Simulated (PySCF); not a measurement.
# Thiirane, methyl- (C₃H₆S): spin-spin couplings and electronic excitations at several levels of theory, part 2 of 2

PySCF 2.14.0. Atoms count from 0.

## Step 8: TDDFT and polarisability: PBE0/def2-SVPD

Job settings and geometry (Å):

```
{"job": {"kind": "uv", "xc": "PBE0", "basis": "def2-SVPD", "ip": true}, "charge": 0, "multiplicity": 1}
C      1.069680    -0.593040     0.349544
C      0.167886     0.434887    -0.274245
C     -1.299290     0.240901    -0.292889
S     -0.751986     1.560277     0.820391
H      0.587467    -1.052238     1.225215
H      1.309554    -1.386457    -0.378564
H      2.016003    -0.140810     0.680824
H      0.588328     0.945756    -1.149426
H     -1.700769    -0.653085     0.197611
H     -1.862232     0.567051    -1.174028
```

Level: TDDFT PBE0/def2-SVPD, vertical, gas phase, core orbitals frozen in the response.

Output:

```text
coarse grid: 8608 points
cycle   1  E = -515.5513195189  dE =  3.371e-01  |g| = 2.280e-01  |ddm| = 4.627e+00
cycle   2  E = -515.5546121713  dE = -3.293e-03  |g| = 2.219e-01  |ddm| = 8.217e-01
cycle   3  E = -515.5682484066  dE = -1.364e-02  |g| = 2.392e-02  |ddm| = 3.359e-01
cycle   4  E = -515.5683154382  dE = -6.703e-05  |g| = 1.763e-02  |ddm| = 6.210e-02
cycle   5  E = -515.5683934959  dE = -7.806e-05  |g| = 3.981e-03  |ddm| = 3.563e-02
cycle   6  E = -515.5683982974  dE = -4.802e-06  |g| = 9.742e-04  |ddm| = 1.301e-02
final grid: 77608 points
cycle   7  E = -515.6216878551  dE = -8.494e-06  |g| = 9.212e-03  |ddm| = 6.797e-02
cycle   8  E = -515.6216522258  dE =  3.563e-05  |g| = 1.440e-02  |ddm| = 3.712e-02
cycle   9  E = -515.6217105816  dE = -5.836e-05  |g| = 1.026e-03  |ddm| = 2.511e-02
cycle  10  E = -515.6217108727  dE = -2.911e-07  |g| = 1.629e-04  |ddm| = 2.354e-03
cycle  11  E = -515.6217108795  dE = -6.778e-09  |g| = 2.661e-05  |ddm| = 3.324e-04
cycle  12  E = -515.6217108797  dE = -1.825e-10  |g| = 1.235e-05  |ddm| = 7.928e-05
converged SCF energy = -515.6217108797

Static polarisability (au): isotropic 56.483, principal 49.072 55.066 65.313

Singlet excitations
state   eV       nm        f      main configurations
  1   4.8826    253.9   0.00011   H->L 0.98
  2   6.1401    201.9   0.00871   H->L+1 0.74, H->L+2 0.25
  3   6.2750    197.6   0.04902   H->L+2 0.70, H->L+1 0.23
  4   6.6973    185.1   0.03816   H->L+3 0.91
  5   7.0012    177.1   0.00238   H->L+4 0.88
  6   7.5587    164.0   0.03297   H-1->L 0.77, H->L+5 0.10
  7   7.7712    159.5   0.04509   H->L+5 0.83
  8   7.9294    156.4   0.04783   H-2->L 0.66, H->L+6 0.14
  9   7.9995    155.0   0.00878   H->L+6 0.78, H-2->L 0.11
 10   8.1374    152.4   0.00710   H->L+7 0.61, H-1->L+1 0.33

Triplet excitations (Tamm-Dancoff, eV): 4.4256 5.4712 6.0934 6.1778
Vertical ionisation energy (delta-SCF) = 8.8049 eV
```

Wall time 16 s (1 thread of Arm Neoverse V2, shared host); peak memory 0.55 GiB.

Key values: HOMO -6.53 eV, LUMO 0.10 eV; lowest singlet 4.88 eV.

## Step 9: Excited states and response: BHandHLYP/def2-SVPD

Same as in step 8 but for these lines:

```diff
@@ -1,2 +1,2 @@
-{"job": {"kind": "uv", "xc": "PBE0", "basis": "def2-SVPD", "ip": true}, "charge": 0, "multiplicity": 1}
+{"job": {"kind": "uv", "xc": "BHandHLYP", "basis": "def2-SVPD", "ip": true}, "charge": 0, "multiplicity": 1}
 C      1.069680    -0.593040     0.349544
```

With the program's defaults for keys left out, this is: TDDFT BHandHLYP/def2-SVPD, vertical, gas phase, core orbitals frozen in the response.

Output:

```text
coarse grid: 8608 points
cycle   1  E = -515.7572121840  dE =  4.646e-01  |g| = 2.457e-01  |ddm| = 4.312e+00
cycle   2  E = -515.7669231757  dE = -9.711e-03  |g| = 2.108e-01  |ddm| = 1.136e+00
cycle   3  E = -515.7790444757  dE = -1.212e-02  |g| = 4.666e-02  |ddm| = 4.344e-01
cycle   4  E = -515.7796136580  dE = -5.692e-04  |g| = 1.792e-02  |ddm| = 1.234e-01
cycle   5  E = -515.7796996054  dE = -8.595e-05  |g| = 2.329e-03  |ddm| = 3.177e-02
cycle   6  E = -515.7797015932  dE = -1.988e-06  |g| = 8.218e-04  |ddm| = 1.185e-02
final grid: 77608 points
cycle   7  E = -515.8181760830  dE = -1.037e-05  |g| = 2.329e-03  |ddm| = 4.456e-02
cycle   8  E = -515.8181759259  dE =  1.571e-07  |g| = 2.500e-03  |ddm| = 9.375e-03
cycle   9  E = -515.8181775977  dE = -1.672e-06  |g| = 2.282e-04  |ddm| = 4.383e-03
cycle  10  E = -515.8181776123  dE = -1.462e-08  |g| = 1.057e-04  |ddm| = 6.639e-04
cycle  11  E = -515.8181776155  dE = -3.197e-09  |g| = 1.724e-05  |ddm| = 2.511e-04
cycle  12  E = -515.8181776156  dE = -1.096e-10  |g| = 7.311e-06  |ddm| = 6.382e-05
converged SCF energy = -515.8181776156

Static polarisability (au): isotropic 55.510, principal 48.112 54.199 64.219

Singlet excitations
state   eV       nm        f      main configurations
  1   5.0364    246.2   0.00010   H->L 0.84
  2   6.3540    195.1   0.02023   H->L+2 0.76, H->L+1 0.15
  3   6.6511    186.4   0.04230   H->L+1 0.72, H->L+2 0.12, H->L+3 0.09
  4   7.1198    174.1   0.04672   H->L+3 0.73, H->L+4 0.16
  5   7.4193    167.1   0.00244   H->L+4 0.53, H->L+3 0.12, H->L+5 0.12
  6   7.8079    158.8   0.05342   H-1->L 0.79
  7   8.1491    152.1   0.06557   H-2->L 0.70
  8   8.2376    150.5   0.02781   H->L+5 0.34, H->L+6 0.27, H->L+4 0.12
  9   8.3498    148.5   0.00334   H->L+6 0.32, H->L+5 0.30, H->L+7 0.15
 10   8.3870    147.8   0.07171   H-1->L+1 0.50, H-1->L+2 0.15, H->L+6 0.08

Triplet excitations (Tamm-Dancoff, eV): 4.5985 5.6517 6.2435 6.4583
Vertical ionisation energy (delta-SCF) = 8.7015 eV
```

Run time: 17 s. Hardware: 1 thread of Arm Neoverse V2, shared host; peak memory 0.55 GiB.

This run: HOMO -7.63 eV, LUMO 0.94 eV; lowest singlet 5.04 eV.

## Step 10: Ultraviolet spectrum: CAM-B3LYP/def2-SVPD

Same as in step 9 but for these lines:

```diff
@@ -1,2 +1,2 @@
-{"job": {"kind": "uv", "xc": "BHandHLYP", "basis": "def2-SVPD", "ip": true}, "charge": 0, "multiplicity": 1}
+{"job": {"kind": "uv", "xc": "CAM-B3LYP", "basis": "def2-SVPD", "ip": true}, "charge": 0, "multiplicity": 1}
 C      1.069680    -0.593040     0.349544
```

Level: TDDFT CAM-B3LYP/def2-SVPD, vertical, gas phase, core orbitals frozen in the response.

Output:

```text
coarse grid: 8608 points
cycle   1  E = -515.7531390723  dE =  4.462e-01  |g| = 2.449e-01  |ddm| = 4.365e+00
cycle   2  E = -515.7597103807  dE = -6.571e-03  |g| = 2.374e-01  |ddm| = 1.082e+00
cycle   3  E = -515.7748604119  dE = -1.515e-02  |g| = 3.954e-02  |ddm| = 4.236e-01
cycle   4  E = -515.7752423823  dE = -3.820e-04  |g| = 1.731e-02  |ddm| = 9.370e-02
cycle   5  E = -515.7753230897  dE = -8.071e-05  |g| = 3.054e-03  |ddm| = 3.194e-02
cycle   6  E = -515.7753264834  dE = -3.394e-06  |g| = 9.368e-04  |ddm| = 1.247e-02
final grid: 77608 points
cycle   7  E = -515.8359969383  dE = -1.772e-05  |g| = 2.957e-03  |ddm| = 4.228e-02
cycle   8  E = -515.8359965064  dE =  4.319e-07  |g| = 3.283e-03  |ddm| = 1.053e-02
cycle   9  E = -515.8359993255  dE = -2.819e-06  |g| = 2.917e-04  |ddm| = 5.047e-03
cycle  10  E = -515.8359993480  dE = -2.255e-08  |g| = 1.369e-04  |ddm| = 7.747e-04
cycle  11  E = -515.8359993532  dE = -5.162e-09  |g| = 2.068e-05  |ddm| = 2.928e-04
cycle  12  E = -515.8359993534  dE = -1.749e-10  |g| = 8.342e-06  |ddm| = 7.192e-05
converged SCF energy = -515.8359993534

Static polarisability (au): isotropic 56.270, principal 48.978 54.907 64.926

Singlet excitations
state   eV       nm        f      main configurations
  1   4.8545    255.4   0.00009   H->L 0.88
  2   6.1717    200.9   0.02213   H->L+2 0.78, H->L+1 0.14
  3   6.4701    191.6   0.03918   H->L+1 0.72, H->L+2 0.11, H->L+3 0.09
  4   6.9233    179.1   0.04350   H->L+3 0.72, H->L+4 0.18
  5   7.2401    171.2   0.00323   H->L+4 0.54, H->L+5 0.14, H->L+3 0.12
  6   7.6251    162.6   0.04456   H-1->L 0.81
  7   7.9817    155.3   0.05269   H-2->L 0.74
  8   8.0959    153.1   0.02569   H->L+6 0.37, H->L+5 0.26, H-1->L+1 0.11
  9   8.1770    151.6   0.00097   H->L+6 0.32, H->L+5 0.31, H->L+9 0.14
 10   8.2425    150.4   0.06419   H-1->L+1 0.58

Triplet excitations (Tamm-Dancoff, eV): 4.4380 5.5137 6.2056 6.2826
Vertical ionisation energy (delta-SCF) = 8.8671 eV
```

It took 20 s on 1 thread of Arm Neoverse V2, shared host; peak memory 0.58 GiB.

Key values: HOMO -7.88 eV, LUMO 1.04 eV; lowest singlet 4.85 eV.

## Step 11: Excited states and response: wB97X-D/def2-SVPD

Same as in step 10 but for these lines:

```diff
@@ -1,2 +1,2 @@
-{"job": {"kind": "uv", "xc": "CAM-B3LYP", "basis": "def2-SVPD", "ip": true}, "charge": 0, "multiplicity": 1}
+{"job": {"kind": "uv", "xc": "wB97X-D", "basis": "def2-SVPD", "ip": true}, "charge": 0, "multiplicity": 1}
 C      1.069680    -0.593040     0.349544
```

Method: TDDFT wB97X-D/def2-SVPD, vertical, gas phase, core orbitals frozen in the response.

Output:

```text
coarse grid: 8608 points
cycle   1  E = -515.7788875412  dE =  4.733e-01  |g| = 2.697e-01  |ddm| = 4.205e+00
cycle   2  E = -515.7871115324  dE = -8.224e-03  |g| = 2.625e-01  |ddm| = 1.242e+00
cycle   3  E = -515.8055202272  dE = -1.841e-02  |g| = 3.079e-02  |ddm| = 4.696e-01
cycle   4  E = -515.8058074948  dE = -2.873e-04  |g| = 1.271e-02  |ddm| = 9.223e-02
cycle   5  E = -515.8058569598  dE = -4.946e-05  |g| = 2.825e-03  |ddm| = 3.377e-02
cycle   6  E = -515.8058605446  dE = -3.585e-06  |g| = 9.904e-04  |ddm| = 1.366e-02
final grid: 77608 points
cycle   7  E = -515.8614395182  dE = -6.984e-05  |g| = 3.582e-03  |ddm| = 9.577e-02
cycle   8  E = -515.8614417818  dE = -2.264e-06  |g| = 2.278e-03  |ddm| = 1.481e-02
cycle   9  E = -515.8614430825  dE = -1.301e-06  |g| = 4.479e-04  |ddm| = 4.887e-03
cycle  10  E = -515.8614431522  dE = -6.969e-08  |g| = 2.319e-04  |ddm| = 1.528e-03
cycle  11  E = -515.8614431681  dE = -1.587e-08  |g| = 4.664e-05  |ddm| = 5.163e-04
cycle  12  E = -515.8614431693  dE = -1.233e-09  |g| = 1.727e-05  |ddm| = 2.275e-04
cycle  13  E = -515.8614431695  dE = -1.701e-10  |g| = 6.067e-06  |ddm| = 7.368e-05
converged SCF energy = -515.8614431695

Static polarisability (au): isotropic 56.019, principal 48.750 54.706 64.603

Singlet excitations
state   eV       nm        f      main configurations
  1   4.9060    252.7   0.00009   H->L 0.92
  2   6.3238    196.1   0.02312   H->L+2 0.48, H->L+1 0.43
  3   6.7444    183.8   0.04489   H->L+1 0.46, H->L+2 0.36
  4   7.1487    173.4   0.05145   H->L+3 0.76, H->L+4 0.17
  5   7.4915    165.5   0.00581   H->L+4 0.60, H->L+5 0.13, H->L+3 0.11
  6   7.7125    160.8   0.05231   H-1->L 0.81
  7   8.0517    154.0   0.05341   H-2->L 0.78
  8   8.3345    148.8   0.00513   H->L+6 0.62, H->L+8 0.14, H->L+9 0.09
  9   8.4079    147.5   0.01395   H-1->L+1 0.49, H->L+5 0.21
 10   8.4868    146.1   0.09243   H->L+5 0.25, H-1->L+1 0.22, H->L+7 0.10

Triplet excitations (Tamm-Dancoff, eV): 4.5298 5.6933 6.3170 6.6381
Vertical ionisation energy (delta-SCF) = 8.8932 eV
```

Run time: 19 s. Hardware: 1 thread of Arm Neoverse V2, shared host; peak memory 0.57 GiB.

In short: HOMO -8.40 eV, LUMO 1.80 eV; lowest singlet 4.91 eV.

## Step 12: Ultraviolet spectrum: LC-wPBE/def2-SVPD

Same as in step 11 but for these lines:

```diff
@@ -1,2 +1,2 @@
-{"job": {"kind": "uv", "xc": "wB97X-D", "basis": "def2-SVPD", "ip": true}, "charge": 0, "multiplicity": 1}
+{"job": {"kind": "uv", "xc": "LC-wPBE", "basis": "def2-SVPD", "ip": true}, "charge": 0, "multiplicity": 1}
 C      1.069680    -0.593040     0.349544
```

Method: TDDFT LC-wPBE/def2-SVPD, vertical, gas phase, core orbitals frozen in the response.

Output:

```text
coarse grid: 8608 points
cycle   1  E = -515.6085339034  dE =  5.584e-01  |g| = 3.194e-01  |ddm| = 4.216e+00
cycle   2  E = -515.6246032446  dE = -1.607e-02  |g| = 2.893e-01  |ddm| = 1.444e+00
cycle   3  E = -515.6462154763  dE = -2.161e-02  |g| = 2.844e-02  |ddm| = 4.990e-01
cycle   4  E = -515.6466168094  dE = -4.013e-04  |g| = 9.387e-03  |ddm| = 1.298e-01
cycle   5  E = -515.6466604837  dE = -4.367e-05  |g| = 3.235e-03  |ddm| = 5.006e-02
cycle   6  E = -515.6466664305  dE = -5.947e-06  |g| = 1.341e-03  |ddm| = 1.690e-02
final grid: 77608 points
cycle   7  E = -515.7154367860  dE = -2.163e-05  |g| = 4.869e-03  |ddm| = 5.111e-02
cycle   8  E = -515.7154382919  dE = -1.506e-06  |g| = 4.397e-03  |ddm| = 1.593e-02
cycle   9  E = -515.7154432441  dE = -4.952e-06  |g| = 2.991e-04  |ddm| = 7.076e-03
cycle  10  E = -515.7154432897  dE = -4.560e-08  |g| = 1.719e-04  |ddm| = 1.211e-03
cycle  11  E = -515.7154433029  dE = -1.320e-08  |g| = 4.067e-05  |ddm| = 5.693e-04
cycle  12  E = -515.7154433044  dE = -1.531e-09  |g| = 1.004e-05  |ddm| = 3.077e-04
cycle  13  E = -515.7154433045  dE = -8.390e-11  |g| = 2.897e-06  |ddm| = 7.652e-05
converged SCF energy = -515.7154433045

Static polarisability (au): isotropic 54.609, principal 47.567 53.425 62.835

Singlet excitations
state   eV       nm        f      main configurations
  1   4.9562    250.2   0.00006   H->L 0.76, H->L+4 0.14
  2   6.6284    187.0   0.01895   H->L+2 0.45, H->L+1 0.35
  3   7.2119    171.9   0.05406   H->L+1 0.41, H->L+2 0.32
  4   7.6395    162.3   0.06206   H->L+3 0.63, H->L+4 0.23
  5   7.9372    156.2   0.06573   H-1->L 0.65
  6   7.9848    155.3   0.01310   H->L+4 0.28, H->L+3 0.14, H->L+5 0.14
  7   8.2696    149.9   0.05633   H-2->L 0.68, H-2->L+4 0.09
  8   8.7557    141.6   0.03018   H-1->L+1 0.42, H->L+6 0.13, H->L+9 0.08
  9   8.7682    141.4   0.03808   H->L+9 0.18, H->L+6 0.18, H-1->L+1 0.17
 10   9.0274    137.3   0.05893   H->L+6 0.19, H->L+7 0.12, H->L+8 0.09

Triplet excitations (Tamm-Dancoff, eV): 4.4731 5.7952 6.2390 6.6857
Vertical ionisation energy (delta-SCF) = 8.9143 eV
```

Run time: 25 s. Hardware: 1 thread of Arm Neoverse V2, shared host; peak memory 0.55 GiB.

Key values: HOMO -9.29 eV, LUMO 2.09 eV; lowest singlet 4.96 eV.

## Step 13: TDDFT and polarisability: PBE0/6-31G*

Same as in step 12 but for these lines:

```diff
@@ -1,2 +1,2 @@
-{"job": {"kind": "uv", "xc": "LC-wPBE", "basis": "def2-SVPD", "ip": true}, "charge": 0, "multiplicity": 1}
+{"job": {"kind": "uv", "xc": "PBE0", "basis": "6-31G*"}, "charge": 0, "multiplicity": 1}
 C      1.069680    -0.593040     0.349544
```

With the program's defaults for keys left out, this is: TDDFT PBE0/6-31G*, vertical, gas phase, core orbitals frozen in the response.

Output:

```text
coarse grid: 8608 points
cycle   1  E = -515.8235030777  dE =  3.744e-01  |g| = 2.525e-01  |ddm| = 2.884e+00
cycle   2  E = -515.8283343507  dE = -4.831e-03  |g| = 2.353e-01  |ddm| = 6.311e-01
cycle   3  E = -515.8440234206  dE = -1.569e-02  |g| = 2.394e-02  |ddm| = 2.882e-01
cycle   4  E = -515.8441128596  dE = -8.944e-05  |g| = 1.510e-02  |ddm| = 3.421e-02
cycle   5  E = -515.8441675407  dE = -5.468e-05  |g| = 3.965e-03  |ddm| = 1.817e-02
cycle   6  E = -515.8441722189  dE = -4.678e-06  |g| = 9.398e-04  |ddm| = 7.134e-03
final grid: 77608 points
cycle   7  E = -515.7983047646  dE = -3.969e-06  |g| = 9.660e-03  |ddm| = 1.952e-02
cycle   8  E = -515.7982684352  dE =  3.633e-05  |g| = 1.482e-02  |ddm| = 2.655e-02
cycle   9  E = -515.7983307301  dE = -6.229e-05  |g| = 9.705e-04  |ddm| = 1.742e-02
cycle  10  E = -515.7983309779  dE = -2.478e-07  |g| = 1.424e-04  |ddm| = 1.080e-03
cycle  11  E = -515.7983309830  dE = -5.004e-09  |g| = 2.467e-05  |ddm| = 1.598e-04
cycle  12  E = -515.7983309831  dE = -1.716e-10  |g| = 8.192e-06  |ddm| = 4.870e-05
converged SCF energy = -515.7983309831

Static polarisability (au): isotropic 45.480, principal 37.046 44.659 54.733

Singlet excitations
state   eV       nm        f      main configurations
  1   5.0630    244.9   0.00009   H->L 1.00
  2   7.0010    177.1   0.00049   H->L+1 0.98
  3   7.8898    157.1   0.04231   H-1->L 0.66, H->L+2 0.26
  4   8.0837    153.4   0.04802   H->L+2 0.51, H-2->L 0.36, H-1->L 0.09
  5   8.3420    148.6   0.07080   H-2->L 0.46, H->L+2 0.18, H-1->L 0.09
  6   8.5584    144.9   0.02811   H->L+3 0.89
  7   8.9621    138.3   0.04754   H-1->L+1 0.69, H-2->L+1 0.20
  8   9.0883    136.4   0.03865   H->L+4 0.85
  9   9.3469    132.6   0.00377   H-3->L 0.95
 10   9.6788    128.1   0.01746   H->L+5 0.70, H-2->L+1 0.09

Triplet excitations (Tamm-Dancoff, eV): 4.5465 5.8815 6.2564 6.6506
```

It took 3.9 s on 1 thread of Arm Neoverse V2, shared host; peak memory 0.41 GiB.

This run: HOMO -6.35 eV, LUMO 0.59 eV; lowest singlet 5.06 eV.

## Step 14: Excited states and response: PBE0/def2-SVP

Same as in step 13 but for these lines:

```diff
@@ -1,2 +1,2 @@
-{"job": {"kind": "uv", "xc": "PBE0", "basis": "6-31G*"}, "charge": 0, "multiplicity": 1}
+{"job": {"kind": "uv", "xc": "PBE0", "basis": "def2-SVP"}, "charge": 0, "multiplicity": 1}
 C      1.069680    -0.593040     0.349544
```

Method: TDDFT PBE0/def2-SVP, vertical, gas phase, core orbitals frozen in the response.

Output:

```text
coarse grid: 8608 points
cycle   1  E = -515.5391531094  dE =  3.421e-01  |g| = 2.269e-01  |ddm| = 3.225e+00
cycle   2  E = -515.5432836442  dE = -4.131e-03  |g| = 2.142e-01  |ddm| = 6.257e-01
cycle   3  E = -515.5558197183  dE = -1.254e-02  |g| = 2.902e-02  |ddm| = 2.867e-01
cycle   4  E = -515.5559449955  dE = -1.253e-04  |g| = 1.896e-02  |ddm| = 4.420e-02
cycle   5  E = -515.5560359778  dE = -9.098e-05  |g| = 3.974e-03  |ddm| = 2.412e-02
cycle   6  E = -515.5560406862  dE = -4.708e-06  |g| = 9.336e-04  |ddm| = 8.181e-03
final grid: 77608 points
cycle   7  E = -515.6093431643  dE = -7.606e-06  |g| = 8.993e-03  |ddm| = 2.276e-02
cycle   8  E = -515.6093123605  dE =  3.080e-05  |g| = 1.369e-02  |ddm| = 2.548e-02
cycle   9  E = -515.6093650118  dE = -5.265e-05  |g| = 9.928e-04  |ddm| = 1.714e-02
cycle  10  E = -515.6093652761  dE = -2.643e-07  |g| = 1.488e-04  |ddm| = 1.227e-03
cycle  11  E = -515.6093652817  dE = -5.636e-09  |g| = 2.097e-05  |ddm| = 1.925e-04
cycle  12  E = -515.6093652818  dE = -1.114e-10  |g| = 9.052e-06  |ddm| = 4.309e-05
converged SCF energy = -515.6093652818

Static polarisability (au): isotropic 45.497, principal 37.414 45.636 53.440

Singlet excitations
state   eV       nm        f      main configurations
  1   5.1439    241.0   0.00007   H->L 1.00
  2   6.9399    178.7   0.00396   H->L+1 0.95
  3   7.5414    164.4   0.01092   H->L+2 0.81, H->L+4 0.08
  4   7.8479    158.0   0.00673   H->L+3 0.48, H->L+4 0.34, H->L+2 0.14
  5   8.0760    153.5   0.04741   H-1->L 0.55, H->L+4 0.16, H->L+3 0.13
  6   8.2171    150.9   0.06877   H->L+4 0.39, H->L+3 0.29, H-1->L 0.16
  7   8.4929    146.0   0.08022   H-2->L 0.66, H-1->L 0.09
  8   8.9334    138.8   0.04927   H-1->L+1 0.79
  9   9.0589    136.9   0.00074   H->L+5 0.84
 10   9.2940    133.4   0.00493   H->L+6 0.42, H->L+7 0.37, H-2->L+1 0.19

Triplet excitations (Tamm-Dancoff, eV): 4.5834 6.0297 6.3606 6.7698
```

It took 5 s on 1 thread of Arm Neoverse V2, shared host; peak memory 0.46 GiB.

In short: HOMO -6.34 eV, LUMO 0.69 eV; lowest singlet 5.14 eV.

## Step 15: Run by run: electronic excitations

Excitations and ground-state properties, with basis size and wall time:

```csv
run,lowest singlet (eV),brightest (eV),f,gap (eV),α (Å³),μ (D),functions,time
HF/def2-SVPD,5.40,8.57,0.100,11.95,8.04,2.34,135,3.8 s
LDA/def2-SVPD,4.61,7.14,0.047,4.44,8.74,2.04,135,14 s
PBE/def2-SVPD,4.63,7.13,0.045,4.49,8.65,2.04,135,20 s
B3LYP/def2-SVPD,4.78,7.51,0.052,6.16,8.47,2.06,135,17 s
PBE0/def2-SVPD,4.88,6.28,0.049,6.64,8.37,2.12,135,16 s
BHandHLYP/def2-SVPD,5.04,8.39,0.072,8.57,8.23,2.15,135,17 s
CAM-B3LYP/def2-SVPD,4.85,8.24,0.064,8.92,8.34,2.09,135,20 s
wB97X-D/def2-SVPD,4.91,8.49,0.092,10.20,8.30,2.17,135,19 s
LC-wPBE/def2-SVPD,4.96,7.94,0.066,11.37,8.09,2.15,135,25 s
PBE0/6-31G*,5.06,8.34,0.071,6.94,6.74,2.24,72,3.9 s
PBE0/def2-SVP,5.14,8.49,0.080,7.04,6.74,1.99,90,5 s
```

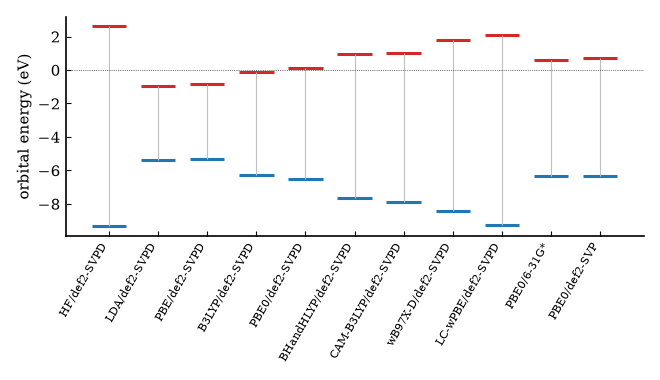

HOMO (blue) and LUMO (red) run by run.

Measured dipole: 1.95 D (gas; NIST CCCBDB Release 22 (SRD 101), experimental dipoles).

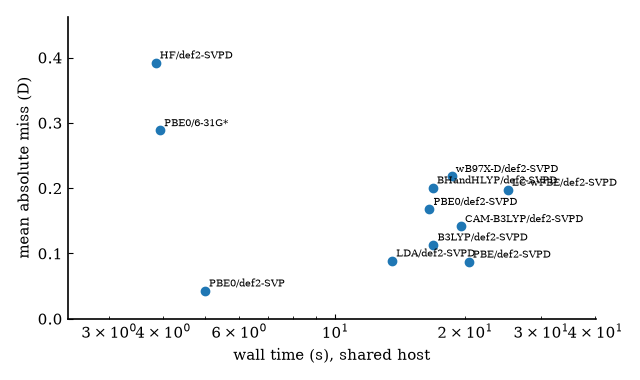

Cost against miss for the measured dipole.

## Step 16: Summary of results

What follows sums up all 2 parts.

| quantity | value |
| --- | --- |
| point group | C1 |
| rotational constants (main isotopes) | 11.72, 4.87, 3.95 GHz |
| largest coupling of the table (B3LYP/6-31G*) | ¹J(C,H) C2–H8, 175.8 Hz |
| lowest singlet (HF/def2-SVPD) | 5.40 eV (230 nm), f = 0.000 |
| brightest single state of those computed | state 7, 8.57 eV, f = 0.100 |
| lowest triplet | 4.88 eV |
| vertical ionisation energy (ΔSCF) | 7.73 eV |
| range of the lowest singlet | 4.61 to 5.40 eV |

In words: Single values in the summary come from the first run of each kind that ended normally (B3LYP/6-31G*; HF/def2-SVPD), which need not be the best level. The start was shaken at random, so part of the energy gained undoes that. The optimisation took 7 steps and gained 0.856 eV; among the close pairs (by a distance rule), C1–S3 changed most, from 1.662 to 1.820 Å. No frequency check was run at this level, so the end point may be a saddle. In the run at B3LYP/6-31G*, the largest coupling of the table is C2–H8, 175.8 Hz, of which the Fermi-contact term gives 174.6 Hz. Couplings across rotatable bonds belong to this one conformer; where others are populated, the observed values are averages. At HF/def2-SVPD, the highest states lie near or above the ionisation energy, where they hang on the basis. The dipole moment, 2.34 D, compares with 1.95 D measured. The lowest singlet runs from 4.61 eV (LDA/def2-SVPD) to 5.40 eV (HF/def2-SVPD), while the orbital gap spans 4.44 to 11.95 eV. The lowest state need not be the same one in every run. The runs solved for a few states only, so the brightest column depends on that window. For the measured dipole, PBE0/def2-SVP misses least (0.04 D, 5 s) and HF/def2-SVPD most (0.39 D, 3.8 s). Couplings from bases without tight functions are rough. One molecule ranks no method: errors cancel, and vibration and temperature are missing from all runs.
